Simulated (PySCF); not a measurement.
Input

```
{"job": {"kind": "nmr", "xc": "PBE0", "basis": "pcSseg-1"}, "charge": 0, "multiplicity": 1}
B      2.553320     0.052497     0.268963
C      1.465310    -0.804403    -0.439068
B      0.173079     0.066202    -0.510085
C     -1.136535    -0.369843     0.245793
C     -2.198850     0.683010     0.361493
F     -1.744549     1.760787     1.016985
F     -3.275989     0.245112     1.026475
F     -2.618414     1.094388    -0.840073
H      2.955934    -0.232183     1.373821
H      2.991230     1.041920    -0.271128
H      1.312442    -1.800713    -0.002522
H      1.791749    -0.854379    -1.498228
H      0.179342     1.083262    -1.163798
H     -0.904148    -0.757572     1.250891
H     -1.561243    -1.226131    -0.309506
```

Launched as:

```sh
OMP_NUM_THREADS=1 python probes_run.py task.json out
```

Geometry: PBE0-D3(BJ)/def2-SVP.

Method: PySCF, PBE0/pcSseg-1, SCF density, gas phase, non-relativistic.

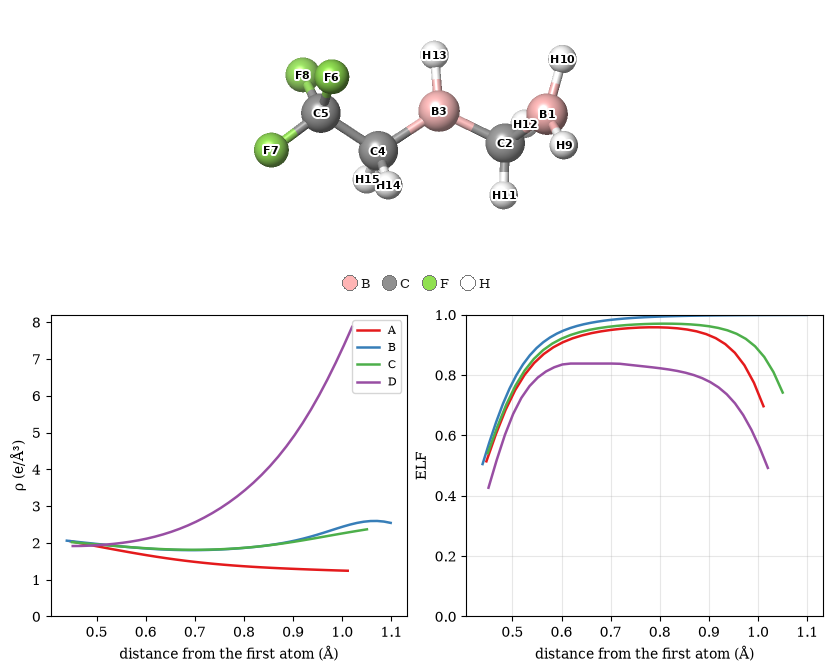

C3H7B2F3 (SMILES BCBCC(F)(F)F). Total electron density and ELF along straight lines between neighbouring atoms. The curves leave out the atomic cores. The structure is drawn too.

Which curve belongs to which contact (C–B, C–C, C–F and C–H)? The first atom named is at distance zero.

Answer. Curve A: C–B (1.56 Å): ρ at the midpoint is about 1.4 e/Å³; the ELF peaks at about 0.95 between the atoms (localised, covalent bonding). Curve B: C–H (1.10 Å): the density is about 1.9 e/Å³ at the midpoint; the ELF climbs to about 1 towards the hydrogen, as it does in any bond to H (an ordinary covalent bond to hydrogen). Curve C: C–C (1.50 Å): ρ at the midpoint is about 1.8 e/Å³; the ELF peaks at about 1 between the atoms, as expected for a shared electron pair. Curve D: C–F (1.34 Å): ρ at the midpoint is about 2.4 e/Å³; the ELF peaks at about 0.85 between the atoms: a shared but strongly polarised pair.
